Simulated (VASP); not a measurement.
Band structure of AlAs (space group F-43m). These are LDA (Ceperley-Alder, Perdew-Zunger) with spin-orbit coupling, VASP's LDA PAW potentials (set 64) (plane waves; VASP) values and carry that method's errors.

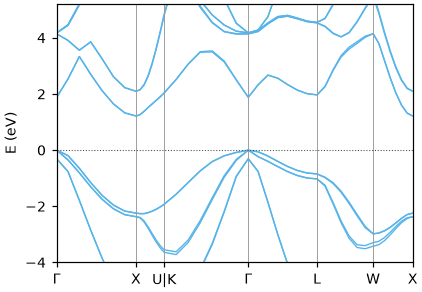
*Bands along high-symmetry lines, zero at the valence-band maximum or, without a gap, the Fermi level*

Q: Read the plot: is there a gap, and where are the band edges?

A: The gap is indirect, 1.22 eV, from the valence maximum at Γ to the conduction minimum at X.

The structure comes from a computed database's AlAs entry (F-43m); how it stands against other phases isn't given here. It was relaxed first.
